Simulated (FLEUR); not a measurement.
Band structure of KSr₃ (Fm-3m, 4 atoms in the cell).

```xyz
4
Lattice="0.0000 4.9717 4.9717 4.9717 0.0000 4.9717 4.9717 4.9717 0.0000" Properties=species:S:1:pos:R:3 pbc="T T T"
K      0.0000     0.0000     0.0000
Sr     2.4858     2.4858     2.4858
Sr     7.4575     7.4575     7.4575
Sr     4.9717     4.9717     4.9717
```

Level of theory: LDA (Vosko-Wilk-Nusair), all-electron FLAPW (FLEUR), scalar-relativistic valence run with FLEUR.

Settings: Kmax = 3.8 1/bohr; GmaxXC = 13.3 1/bohr; xcFunctional = vwn; jspins = 1; l_soc = F; mode = hist; fermiSmearingEnergy = 0.00183747 Htr; mesh (inpgen div1-3) = 5 5 5; inpgen gamma flag = false; Gmax = 13.3 1/bohr; numbands = 0; maxIterBroyd = 99; imix = Anderson; alpha = 0.05.

The starting cell comes from a database of computed structures (which also holds hypothetical and non-ambient phases and stackings), without a prior relaxation at this level. Its lattice was rescaled by a random factor within 2.5 % of one. Values depend on the basis (sphere radii, cutoffs, local orbitals), which need not be converged.

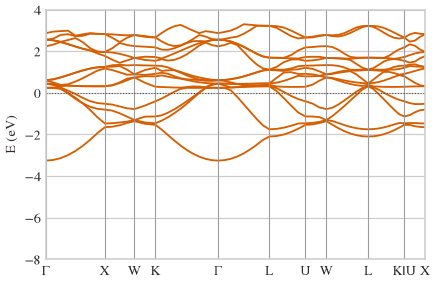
Figure. Bands along the path, energies from the Fermi level.

Levels in eV from the Fermi level, bands 17 to 24:
```json
[
 {"point": "Γ", "17": "-3.26", "18": "0.24", "19": "0.24", "20": "0.44", "21": "0.44", "22": "0.44", "23": "0.60", "24": "0.60"},
 {"point": "X", "17": "-1.65", "18": "-1.47", "19": "-0.81", "20": "-0.53", "21": "0.31", "22": "0.31", "23": "1.17", "24": "1.24"},
 {"point": "W", "17": "-1.36", "18": "-1.31", "19": "-1.31", "20": "-0.78", "21": "0.74", "22": "0.74", "23": "0.88", "24": "0.89"},
 {"point": "K", "17": "-1.54", "18": "-1.46", "19": "-1.14", "20": "-0.41", "21": "0.29", "22": "0.79", "23": "0.91", "24": "1.20"},
 {"point": "L", "17": "-2.10", "18": "-1.75", "19": "0.31", "20": "0.31", "21": "0.38", "22": "0.45", "23": "0.45", "24": "1.10"},
 {"point": "U", "17": "-1.54", "18": "-1.46", "19": "-1.14", "20": "-0.41", "21": "0.29", "22": "0.79", "23": "0.91", "24": "1.20"}
]
```
